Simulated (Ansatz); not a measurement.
**Geometry relaxation of C$_{2}$H$_{6}$GeOS (part 2 of 2)**

The same run, continued: C$_{2}$H$_{6}$GeOS; RKS PBE0-D4/def2-SVP (Ansatz 0.2.0). It belongs to a series of runs on one base structure; here: end point A relaxed.

### Trajectory as extended XYZ, continued
```
11
Properties=species:S:1:pos:R:3:forces:R:3 step=8 energy=-71543.52432
O    -0.6493    2.0158    0.6995   -0.0002   0.0075  -0.0004
Ge    0.4214    0.6262    0.4125   -0.0314  -0.0217  -0.0171
C    -0.3002   -1.1413    0.9108   -0.0073  -0.0221   0.0057
S    -0.1707   -1.7358   -0.8247    0.0191   0.0065   0.0212
C     0.4275   -0.1030   -1.4210    0.0000   0.0016  -0.0254
H    -1.5415    1.8842    0.3611    0.0064   0.0047   0.0045
H     1.7599    1.0598    1.0232    0.0033   0.0102   0.0052
H    -1.3395   -1.1410    1.2774    0.0330   0.0182  -0.0158
H     0.3205   -1.7280    1.6062   -0.0176   0.0047  -0.0217
H    -0.2786    0.3718   -2.1213    0.0160  -0.0037   0.0379
H     1.4157   -0.1656   -1.9030   -0.0214  -0.0059   0.0057
11
Properties=species:S:1:pos:R:3:forces:R:3 step=9 energy=-71543.52332 accepted=F
O    -0.6233    2.0366    0.7193   -0.0113  -0.0060  -0.0141
Ge    0.4142    0.6257    0.4099   -0.0369  -0.0729  -0.0361
C    -0.3090   -1.1430    0.9087   -0.0435  -0.1031   0.0238
S    -0.0497   -1.7790   -0.8065    0.0424   0.2049   0.1259
C     0.4188   -0.1040   -1.4254    0.0010  -0.0278  -0.1185
H    -1.5211    1.9282    0.3862    0.0310   0.0080   0.0145
H     1.7724    1.0199    1.0090   -0.0402   0.0044  -0.0119
H    -1.3755   -1.1579    1.2049    0.1880   0.0225  -0.0608
H     0.2785   -1.7005    1.6608   -0.1012   0.0545  -0.1235
H    -0.3399    0.3171   -2.1125    0.1195  -0.0625   0.1441
H     1.4000   -0.1002   -1.9339   -0.1488  -0.0220   0.0566
11
Properties=species:S:1:pos:R:3:forces:R:3 step=10 energy=-71543.52294 accepted=F
O    -0.6367    2.0179    0.6984   -0.0205  -0.0336  -0.0092
Ge    0.4248    0.6190    0.4121    0.1334   0.0552   0.0562
C    -0.2959   -1.1500    0.9083   -0.0209   0.0539  -0.0324
S    -0.1110   -1.7595   -0.8160   -0.0085   0.0289  -0.0015
C     0.4305   -0.1091   -1.4211   -0.0327  -0.0190   0.0288
H    -1.5344    1.9017    0.3694    0.0129  -0.0125  -0.0024
H     1.7570    1.0744    1.0294   -0.0276  -0.0520  -0.0287
H    -1.3468   -1.1173    1.2355   -0.0104  -0.0661   0.0027
H     0.2887   -1.7440    1.6272   -0.0102   0.0421   0.0085
H    -0.3119    0.3626   -2.0835    0.0032  -0.0359  -0.0457
H     1.4008   -0.1526   -1.9392   -0.0187   0.0390   0.0238
11
Properties=species:S:1:pos:R:3:forces:R:3 step=11 energy=-71543.52527
O    -0.6433    2.0181    0.7009    0.0017   0.0017   0.0007
Ge    0.4224    0.6245    0.4123   -0.0048  -0.0060  -0.0028
C    -0.3001   -1.1428    0.9090   -0.0050  -0.0054   0.0043
S    -0.1413   -1.7464   -0.8197    0.0113   0.0059   0.0040
C     0.4268   -0.1050   -1.4206   -0.0001  -0.0008  -0.0092
H    -1.5373    1.8922    0.3655    0.0055  -0.0006   0.0016
H     1.7612    1.0583    1.0232   -0.0021  -0.0014  -0.0012
H    -1.3449   -1.1362    1.2572    0.0066   0.0014  -0.0044
H     0.3071   -1.7280    1.6162   -0.0077   0.0045   0.0006
H    -0.2944    0.3632   -2.1088    0.0024  -0.0040   0.0071
H     1.4091   -0.1549   -1.9147   -0.0078   0.0047  -0.0006
11
Properties=species:S:1:pos:R:3:forces:R:3 step=12 energy=-71543.52723
O    -0.6238    2.0293    0.7111   -0.0071  -0.0064  -0.0032
Ge    0.4206    0.6212    0.4106    0.0180   0.0118   0.0095
C    -0.3045   -1.1452    0.9074   -0.0140  -0.0164  -0.0114
S    -0.0493   -1.7751   -0.8037    0.0102   0.0710   0.0298
C     0.4225   -0.1063   -1.4231   -0.0108  -0.0246  -0.0154
H    -1.5223    1.9197    0.3818    0.0152  -0.0026   0.0036
H     1.7682    1.0372    1.0160   -0.0125  -0.0153  -0.0098
H    -1.3678   -1.1388    1.2004    0.0504  -0.0158  -0.0226
H     0.2698   -1.7153    1.6549   -0.0326   0.0293  -0.0304
H    -0.3411    0.3275   -2.0902    0.0349  -0.0372   0.0270
H     1.3930   -0.1111   -1.9448   -0.0517   0.0062   0.0230
11
Properties=species:S:1:pos:R:3:forces:R:3 step=13 energy=-71543.52600 accepted=F
O    -0.5989    2.0442    0.7246   -0.0190  -0.0187  -0.0103
Ge    0.4207    0.6196    0.4101    0.0180  -0.0034   0.0029
C    -0.3092   -1.1462    0.9012   -0.0478  -0.1072   0.0166
S     0.0674   -1.8103   -0.7827   -0.0085   0.3141   0.1247
C     0.4155   -0.1099   -1.4224   -0.0031  -0.0710  -0.1110
H    -1.5027    1.9539    0.4029    0.0383  -0.0072   0.0085
H     1.7790    1.0133    1.0092   -0.0347  -0.0332  -0.0250
H    -1.3939   -1.1420    1.1211    0.1720  -0.0424  -0.0446
H     0.2205   -1.6979    1.6982   -0.0939   0.0729  -0.1110
H    -0.4012    0.2766   -2.0615    0.1332  -0.0970   0.0802
H     1.3679   -0.0581   -1.9800   -0.1547  -0.0068   0.0690
11
Properties=species:S:1:pos:R:3:forces:R:3 step=14 energy=-71543.52938
O    -0.6109    2.0402    0.7204   -0.0077   0.0010  -0.0017
Ge    0.4178    0.6233    0.4101    0.0188  -0.0182  -0.0017
C    -0.3075   -1.1440    0.9040   -0.0151  -0.0128  -0.0082
S     0.0100   -1.7866   -0.7903    0.0119   0.0389   0.0186
C     0.4186   -0.1078   -1.4225   -0.0128  -0.0132  -0.0112
H    -1.5119    1.9386    0.3957    0.0046   0.0024   0.0021
H     1.7730    1.0200    1.0095   -0.0054  -0.0092  -0.0059
H    -1.3794   -1.1479    1.1600    0.0197  -0.0005  -0.0147
H     0.2443   -1.7035    1.6747   -0.0069   0.0194  -0.0110
H    -0.3677    0.2953   -2.0811    0.0092  -0.0142   0.0178
H     1.3790   -0.0844   -1.9599   -0.0162   0.0063   0.0158
11
Properties=species:S:1:pos:R:3:forces:R:3 step=15 energy=-71543.53132
O    -0.5961    2.0494    0.7288   -0.0055   0.0069   0.0026
Ge    0.4157    0.6222    0.4092    0.0005  -0.0140  -0.0097
C    -0.3120   -1.1443    0.8999   -0.0036  -0.0049   0.0114
S     0.0802   -1.7993   -0.7742    0.0020   0.0428   0.0198
C     0.4131   -0.1098   -1.4225    0.0044   0.0050  -0.0112
H    -1.4997    1.9582    0.4084    0.0047   0.0033   0.0026
H     1.7795    0.9977    1.0011   -0.0027  -0.0054  -0.0016
H    -1.3936   -1.1545    1.1132    0.0326  -0.0093  -0.0187
H     0.2158   -1.6876    1.6989   -0.0202   0.0089  -0.0253
H    -0.4007    0.2619   -2.0667    0.0203  -0.0268   0.0193
H     1.3632   -0.0508   -1.9756   -0.0324  -0.0067   0.0108
11
Properties=species:S:1:pos:R:3:forces:R:3 step=16 energy=-71543.53216
O    -0.5727    2.0680    0.7443   -0.0140  -0.0091  -0.0086
Ge    0.4115    0.6241    0.4081   -0.0017  -0.0181  -0.0029
C    -0.3163   -1.1432    0.8937   -0.0396  -0.0695   0.0201
S     0.1877   -1.8154   -0.7478   -0.0251   0.1574   0.0596
C     0.4059   -0.1125   -1.4212   -0.0058  -0.0269  -0.0760
H    -1.4805    1.9951    0.4305    0.0141   0.0057   0.0063
H     1.7858    0.9701    0.9933   -0.0062  -0.0073  -0.0096
H    -1.4114   -1.1685    1.0376    0.1107  -0.0111  -0.0223
H     0.1701   -1.6706    1.7304   -0.0438   0.0350  -0.0622
H    -0.4501    0.2035   -2.0444    0.0873  -0.0460   0.0596
H     1.3354   -0.0076   -2.0042   -0.0760  -0.0101   0.0361
11
Properties=species:S:1:pos:R:3:forces:R:3 step=17 energy=-71543.52663 accepted=F
O    -0.5634    2.0894    0.7052    0.2866  -0.0480   0.1761
Ge    0.3968    0.6188    0.4154    0.0965   0.1062  -0.0865
C    -0.3172   -1.1525    0.8987   -0.0780   0.0443   0.0010
S     0.2069   -1.8063   -0.7398   -0.0157   0.0112  -0.0043
C     0.4045   -0.1030   -1.4127   -0.0268  -0.0841  -0.0819
H    -1.4777    1.9989    0.4369   -0.3102  -0.0003  -0.0928
H     1.7828    0.9396    0.9759    0.0399   0.0463   0.0710
H    -1.4110   -1.1839    1.0336    0.0336  -0.0459  -0.0170
H     0.1672   -1.6743    1.7379   -0.0122   0.0175  -0.0293
H    -0.4542    0.2034   -2.0333    0.0313  -0.0405   0.0195
H     1.3306    0.0130   -1.9973   -0.0450  -0.0067   0.0441
11
Properties=species:S:1:pos:R:3:forces:R:3 step=18 energy=-71543.53353
O    -0.5708    2.0713    0.7471    0.0086   0.0001   0.0025
Ge    0.4085    0.6248    0.4082   -0.0196   0.0018  -0.0068
C    -0.3169   -1.1437    0.8928   -0.0083  -0.0011   0.0029
S     0.1988   -1.8095   -0.7417    0.0038  -0.0029  -0.0002
C     0.4052   -0.1132   -1.4205   -0.0069   0.0035  -0.0064
H    -1.4793    2.0062    0.4347    0.0026  -0.0057  -0.0016
H     1.7854    0.9633    0.9880    0.0089   0.0035   0.0058
H    -1.4099   -1.1758    1.0277    0.0086   0.0009   0.0001
H     0.1651   -1.6681    1.7307   -0.0022   0.0009  -0.0005
H    -0.4516    0.1921   -2.0422    0.0069  -0.0020   0.0039
H     1.3308   -0.0043   -2.0042   -0.0023   0.0010   0.0003
```

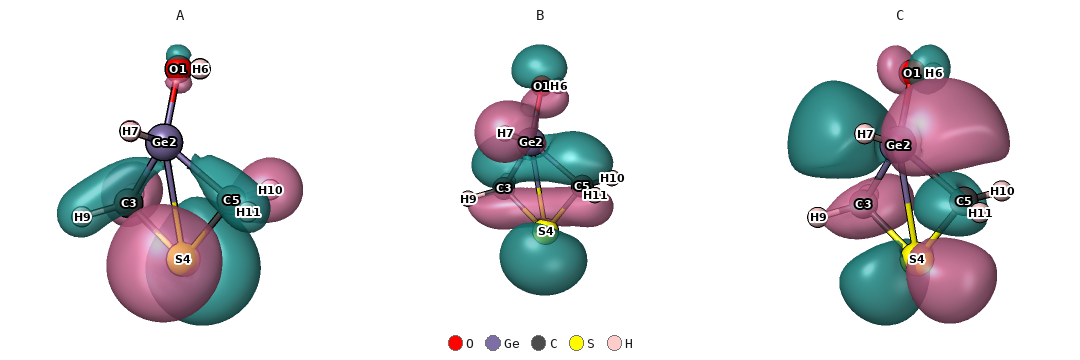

Figure 1. Three frontier orbitals at ±0.08 Å⁻³ᐟ² (teal and pink are the two phases). B is the HOMO−1 (−7.91 eV). By Hirshfeld shares it lies mainly on S4 (40 %), C3 (15 %), C5 (15 %), Ge2 (15 %) and O1 (10 %). A is the HOMO (−6.38 eV). C is the LUMO (0.49 eV). It lies mainly on S4 (35 %), Ge2 (25 %), C3 (10 %) and C5 (10 %). The HOMO–LUMO gap is 6.87 eV between the orbital energies.

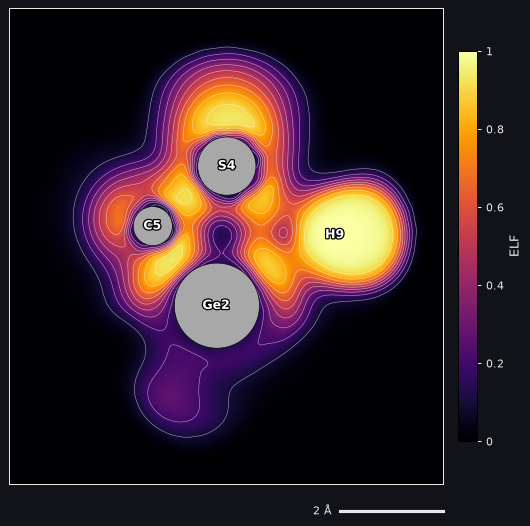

Figure 2. Electron localisation function on the plane of atoms Ge2, C5 and S4. Grey discs, where drawn, cover atomic cores. Atoms in the plane: Ge, S, C and H. C–Ge (1.97 Å): the ELF peaks at about 0.95 in the valence shell of C, 0.7 Å from its nucleus, and is about 0.70 at the midpoint. Ge–S (2.70 Å): the ELF peaks at about 0.50 in the valence shell of S, 0.8 Å from its nucleus, and drops to about 0.15 between the two atoms.

This output came from the following input.

### Input
```yaml
crystal:
  periodic: [false, false, false]
  atoms:
    - { symbol: O, position_ang: [-0.7101, 1.9356, 0.6619] }
    - { symbol: Ge, position_ang: [0.4502, 0.6773, 0.4464] }
    - { symbol: C, position_ang: [-0.3201, -1.0606, 0.8079] }
    - { symbol: S, position_ang: [-0.2603, -1.7226, -0.8809] }
    - { symbol: C, position_ang: [0.3807, -0.1153, -1.3305] }
    - { symbol: H, position_ang: [-1.5831, 1.6393, 0.232] }
    - { symbol: H, position_ang: [1.8973, 0.9573, 1.0161] }
    - { symbol: H, position_ang: [-1.2701, -0.9662, 1.2412] }
    - { symbol: H, position_ang: [0.396, -1.6406, 1.5079] }
    - { symbol: H, position_ang: [-0.299, 0.461, -1.9573] }
    - { symbol: H, position_ang: [1.3838, -0.2221, -1.7242] }
basis:
  gaussian: { orbitals: def2-SVP }
hamiltonian:
  xc: pbe0
  dispersion: d4
relax:
  f_tol: 0.02
  max_steps: 50
output:
  orbitals: {}
```

Command:
```bash
ansatz run input.yaml --threads 2 --pin off --max-ram 3072MiB --backend cpu --events-out ev --progress --plain --runs-dir out
```

### Key numbers

- outcome: converged
- total energy: −71543.5336 eV
- mean-field energy: −71543.2999 eV
- largest force (length of the vector) at the end: 0.021 eV/Å
- hardware: 2 threads of Intel Xeon (Sapphire Rapids), 16 GiB of memory available, shared host
- wall time: 72 s (CPU time 2.3 min)
- peak memory: 0.34 GiB
